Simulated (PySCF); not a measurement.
Consider C₂H₁₀N₂OSi (SMILES CC[Si](N)(N)O).

```xyz
16

C     2.0472    0.5343    0.1112
C     1.0472   -0.6159    0.0843
Si   -0.7661   -0.0479    0.0871
N    -1.0294    0.9559   -1.2980
N    -1.7377   -1.4825    0.0995
O    -1.1669    0.8069    1.4299
H     1.9622    1.1369   -0.7901
H     1.8667    1.1795    0.9683
H     3.0694    0.1620    0.1730
H     1.2413   -1.2304   -0.7936
H     1.2251   -1.2556    0.9497
H    -0.3418    1.6673   -1.4868
H    -1.9483    1.3568   -1.4063
H    -2.7321   -1.3635    0.2106
H    -1.5690   -2.1604   -0.6247
H    -1.1753    0.3654    2.2747
```

Geometry: GFN2-xTB.

All numbers below come from PBE0/pcSseg-1, SCF density, gas phase, non-relativistic (PySCF).

What can the converged electron density and electron localisation function tell about the bonding?

Answer. C–C (1.52 Å): the density is about 1.6 e/Å³ at the midpoint; the ELF peaks at about 0.95 between the atoms (a shared electron pair).
Si–N (1.73 Å): ρ at the midpoint is about 1.1 e/Å³; the ELF peaks at about 0.90 between the atoms, as expected for a polar covalent bond.
C–Si (1.90 Å): ρ is about 0.96 e/Å³ halfway; the ELF peaks at about 0.95 between the atoms: a covalent bond.
N–H (1.01 Å): ρ is about 2.8 e/Å³ halfway; the ELF climbs to about 1 towards the hydrogen, as it does in any bond to H (a covalent bond by its length).

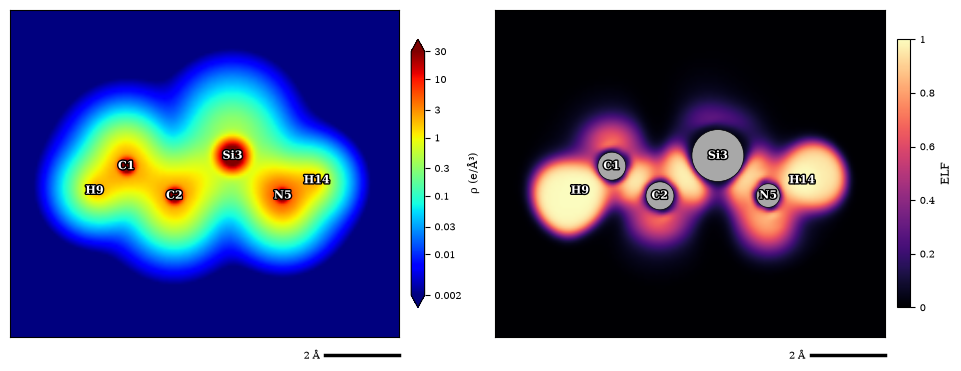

Computed electron density and electron localisation function on the plane of atoms C2, Si3 and N5, in this order. Grey discs cover the atomic cores in the ELF map. 
